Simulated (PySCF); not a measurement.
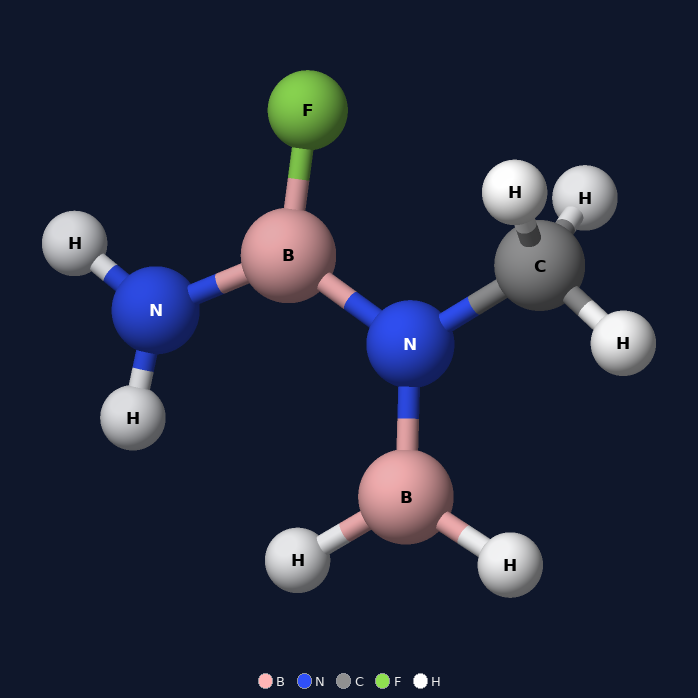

The picture shows a molecular structure as a ball-and-stick model.

Which formula does it have?

Answer. CH7B2FN2, 13 atoms: 1 carbon, 7 hydrogen, 2 boron, 1 fluorine and 2 nitrogen.

Name some functional groups or characteristic bonds that it holds.

Answer. Among them: B–H bond.

What is its SMILES?

Answer. BN(C)B(N)F

Which point group does it belong to?

Answer. Cs.

Describe its rings.

Answer. It has no ring.

More results for the same structure follow; atom numbers are the same in all pictures, views and colours differ. The geometry was computed by an optimisation with PBE0-D3(BJ)/def2-SVP. No frequency run is at hand to confirm it as a minimum.

**Levels of theory compared**

No frequency run is at hand to confirm it as a minimum. Program: PySCF 2.14.0.

At this fixed geometry, give HOMO–LUMO gap (eV) at these levels: CAM-B3LYP/pcSseg-1; KT3/pcSseg-1; LDA/pcSseg-1; PBE/pcSseg-1; PBE0/6-311+G(2d,p); PBE0/aug-cc-pVDZ; mPW1PW91/pcSseg-1; ωB97X-D/pcSseg-1.

```
             level  HOMO–LUMO gap (eV)
CAM-B3LYP/pcSseg-1                9.77
      KT3/pcSseg-1                5.15
      LDA/pcSseg-1                4.91
      PBE/pcSseg-1                5.01
PBE0/6-311+G(2d,p)                7.11
  PBE0/aug-cc-pVDZ                7.08
 mPW1PW91/pcSseg-1                7.34
  ωB97X-D/pcSseg-1               11.06
```

**NMR shielding**

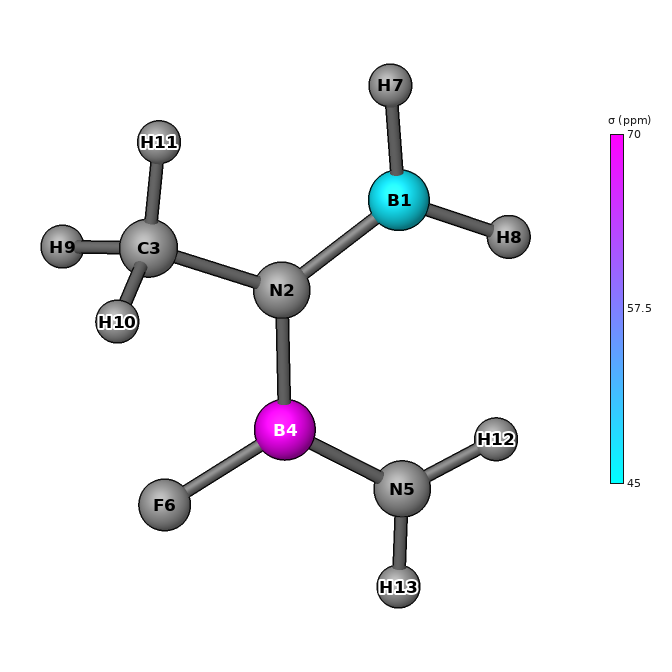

Atoms are coloured by their isotropic NMR shieldings (B only, the others grey). No frequency run is at hand to confirm it as a minimum. Method: GIAO LDA/pcSseg-1 NMR shielding, non-relativistic, gas phase (PySCF 2.14.0).

List the isotropic NMR shieldings of the B atoms.

```json
{"atom": "B1", "σ (ppm)": "47.0"}
{"atom": "B4", "σ (ppm)": "69.7"}
```

**Bond orders**

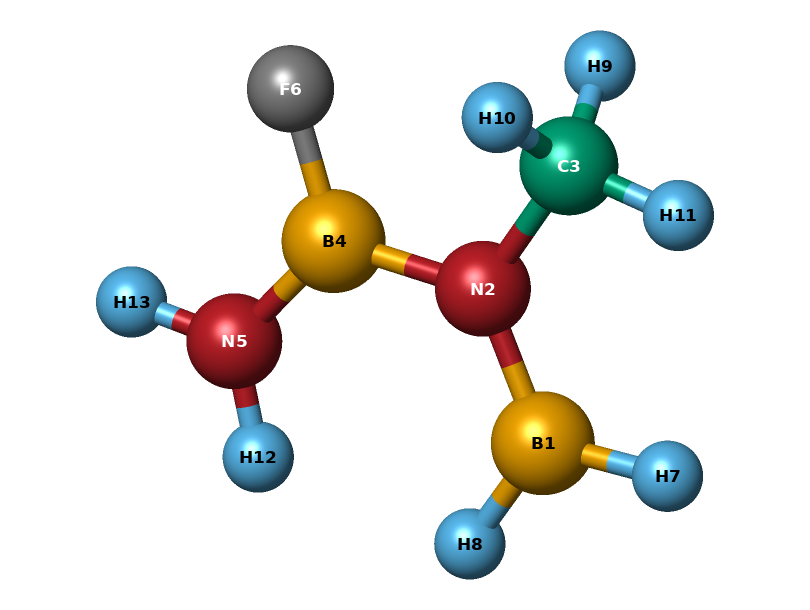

Every bond is drawn as one stick. No frequency run is at hand to confirm it as a minimum. Method: PBE0/IGLO-III (PySCF 2.14.0).

List the Mayer bond orders of B1–N2, B1–H7, B1–H8, N2–C3, N2–B4, C3–H9, C3–H11, B4–N5, B4–F6, N5–H12, N5–H13 (one bond of each equivalent set).

```json
{"bond": "B1–N2", "Mayer order": "1.24", "length (Å)": "1.401"}
{"bond": "B1–H7", "Mayer order": "0.99", "length (Å)": "1.210"}
{"bond": "B1–H8", "Mayer order": "0.98", "length (Å)": "1.211"}
{"bond": "N2–C3", "Mayer order": "0.93", "length (Å)": "1.459"}
{"bond": "N2–B4", "Mayer order": "1.05", "length (Å)": "1.459"}
{"bond": "C3–H9", "Mayer order": "0.98", "length (Å)": "1.101"}
{"bond": "C3–H11", "Mayer order": "0.99", "length (Å)": "1.097"}
{"bond": "B4–N5", "Mayer order": "1.21", "length (Å)": "1.396"}
{"bond": "B4–F6", "Mayer order": "0.94", "length (Å)": "1.345"}
{"bond": "N5–H12", "Mayer order": "0.94", "length (Å)": "1.009"}
{"bond": "N5–H13", "Mayer order": "0.94", "length (Å)": "1.010"}
```
